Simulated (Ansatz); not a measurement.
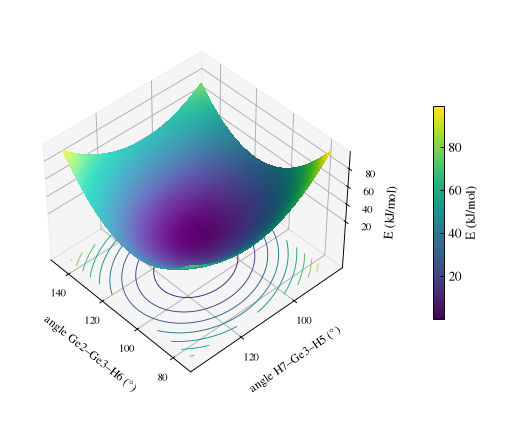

Energy landscape of ClGe₂H₄, SMILES [Cl][GeH][GeH3], spin multiplicity 2. First axis: angle Ge2–Ge3–H6. Second axis: angle H7–Ge3–H5. Nothing is relaxed (all other coordinates rigid). Grid: 9 × 9 points. Points are written as (first, second). Energies are in kJ/mol, from the relaxed molecule at the same level. Theory: UKS PBE0-D4/def2-TZVP in Ansatz.

In the figure: a relief with its contours projected below, any walls above the top of the colour scale cut off. Between grid points the surface is interpolated. 

Summarise what can be read from the map.

Answer. The lowest grid point is at (110.5°, 109.8°), 0 kJ/mol from the relaxed molecule at the same level. No other kind of well shows on this grid. The highest grid point, (75.5°, 84.8°), lies 99 kJ/mol above the lowest. Round the minimum the two coordinates are weakly coupled (coupling 0.13 in units of the two stiffnesses).

The input of one point:

```yaml
crystal:
  periodic: [false, false, false]
  atoms:
    - { symbol: Cl, position_ang: [-2.438968, -1.33207, 0.596207] }
    - { symbol: Ge, position_ang: [-0.436071, -1.384633, -0.234799] }
    - { symbol: Ge, position_ang: [0.413069, 0.904036, -0.220056] }
    - { symbol: H, position_ang: [0.341675, -2.375046, 0.672434] }
    - { symbol: H, position_ang: [-0.497063, 1.75641, -1.112389] }
    - { symbol: H, position_ang: [0.421721, 1.46595, 1.211124] }
    - { symbol: H, position_ang: [1.840371, 0.896317, -0.788858] }
magnetization:
  spin_polarized: true
  initial_magnetization: 1
basis:
  gaussian: { orbitals: def2-TZVP }
hamiltonian:
  xc: pbe0
  dispersion: d4
output:
  forces: true
```

Each point was launched as `ansatz run input.yaml --threads 1 --pin off --max-ram 2560MiB --backend cpu --events-out ev --progress --plain --runs-dir out`. Time for the 81 points that were run: 46 min on 1 thread of Arm Neoverse N1, on a shared host.
